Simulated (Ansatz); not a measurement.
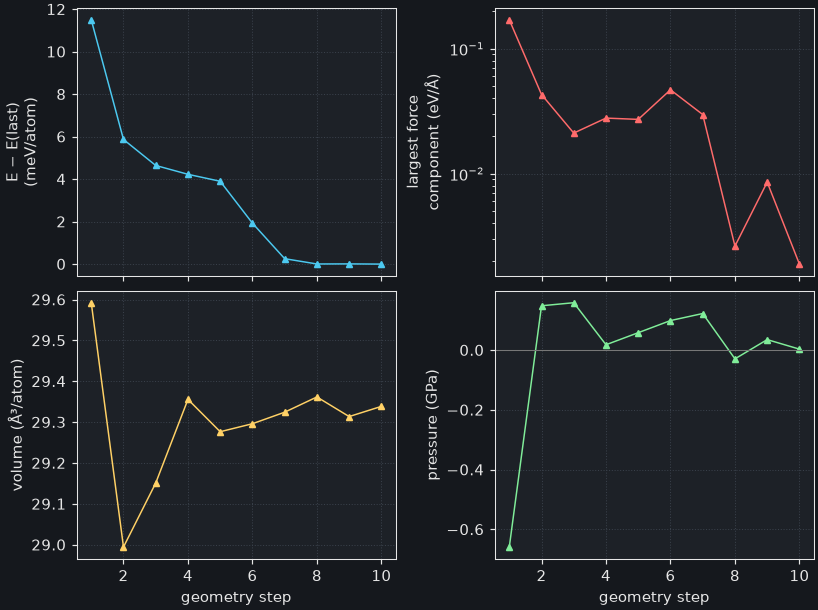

History of a geometry optimisation. Atoms and cell relax. A closing SCF on a freshly chosen basis isn't drawn.

```
crystal:
  lattice:
    - [-3.6323, 3.828326, 4.256162]
    - [3.6323, -3.828326, 4.256162]
    - [3.6323, 3.828326, -4.256162]
  atoms:
    - { symbol: Rb, position: [0.0, 0.0, 0.0] }
    - { symbol: Sn, position: [0.5, 0.5, 0.0] }
    - { symbol: Ag, position: [0.69269, 0.19269, 0.5] }
    - { symbol: Ag, position: [0.30731, 0.80731, 0.5] }
    - { symbol: Se, position: [0.52386, 0.53313, 0.40103] }
    - { symbol: Se, position: [0.1321, 0.12283, 0.59897] }
    - { symbol: Se, position: [0.47614, 0.87717, 0.00927] }
    - { symbol: Se, position: [0.8679, 0.46687, 0.99073] }
  symmetry: { tolerance: 0.0003 }
kpoints:
  mp_grid: { grid: [4, 4, 4], shift: [0, 0, 0] }
magnetization:
  spin_polarized: false
scf:
  occupations: { method: cold, width: 0.0158 }
hamiltonian:
  pseudopotentials: { kind: paw }
  xc: pbe
basis:
  ecutwfc: "550 eV"
output:
  forces: true
  stress: true
  eigenvalues: true
relax:
  max_steps: 40
  cell: {}
```

Launched with:
```bash
ansatz run input.yaml --threads 1 --pin off --max-ram 2560MiB --backend cpu --events-out ev --progress --plain --runs-dir out
```

> How did it end, and what did it gain?

The optimisation met its thresholds at geometry 10, counting the start as the first. The energy fell by about 12 meV/atom from the first step to the last. Step 9 went uphill and was rejected by the line search. The largest force component goes from about 0.17 eV/Å at the start to 1.9 × 10⁻³ eV/Å at the end.

> Was the starting cell too large or too small?

The volume shrinks from 29.59 to 29.34 Å³ per atom (−0.9 %), overshooting to 28.99 at step 2, as the pressure goes from −0.66 GPa to about 0 GPa. The start was expanded.

> By which step was nine tenths of the energy gained?

By step 7 of 10.
